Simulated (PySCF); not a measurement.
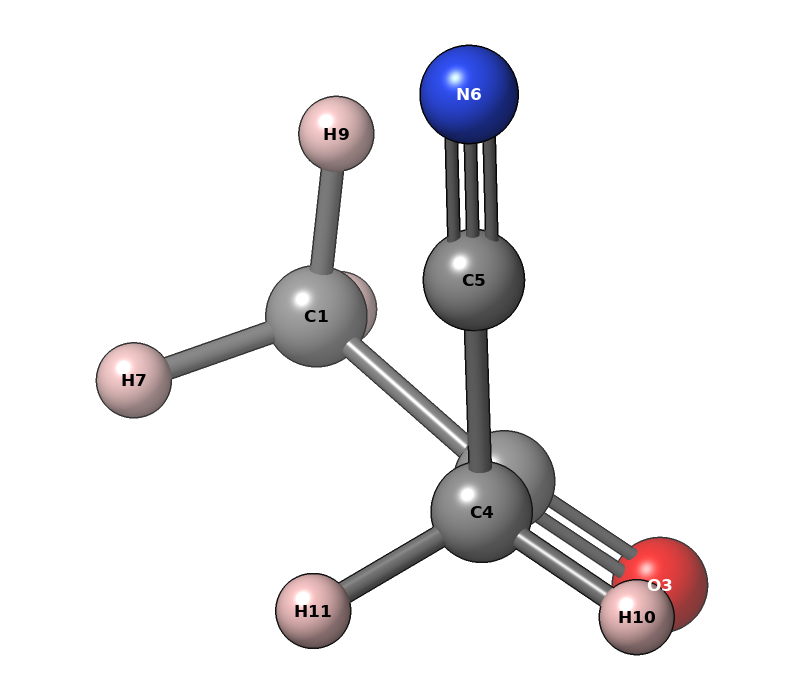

C2 lies behind C4. The molecule seen nearly along the C4–C2 bond, C4 in front. Depth is shown by fading: the farther an atom, the more it takes the colour of the background. The geometry was computed by an optimisation with GFN2-xTB. No frequency run is at hand to confirm it as a minimum.

What is the torsion angle C5–C4–C2–O3? The sign is positive where the front bond must turn clockwise to cover the back bond.

128°, anticlinal.
